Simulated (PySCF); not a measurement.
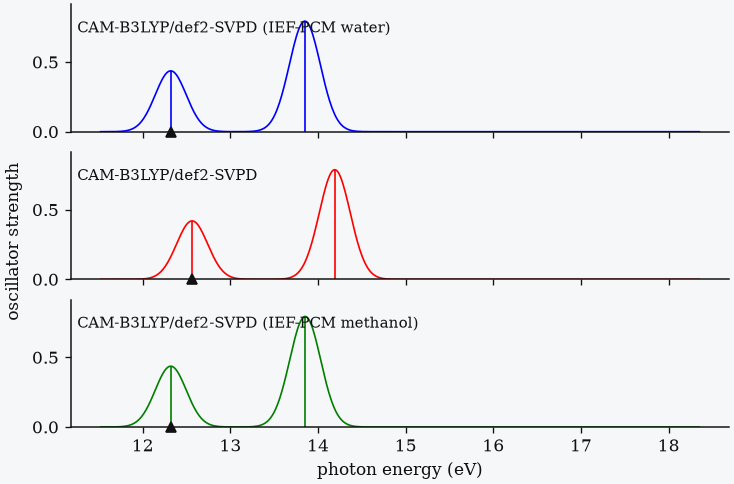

Vertical TDDFT spectra of H₂ (hydrogen diatomic) at one geometry and several levels (PySCF 2.14.0, at a PBE0-D3(BJ)/def2-SVP geometry (no frequency check)); sticks with Gaussians of 1/e half-width 0.25 eV, the triangle marks S1, which has the same leading orbital pair at all these levels. Only the lowest states were computed, so the high end is incomplete. States within 0.01 eV of each other are merged, with their strengths summed.

Order the levels by their S1 energy.

From lowest to highest: CAM-B3LYP/def2-SVPD (IEF-PCM water) 12.32 eV, CAM-B3LYP/def2-SVPD (IEF-PCM methanol) 12.32 eV, CAM-B3LYP/def2-SVPD 12.56 eV; a spread of 0.24 eV.

Limits of at least one run: core orbitals are frozen in the response; states above the negative HOMO energy depend on the basis.
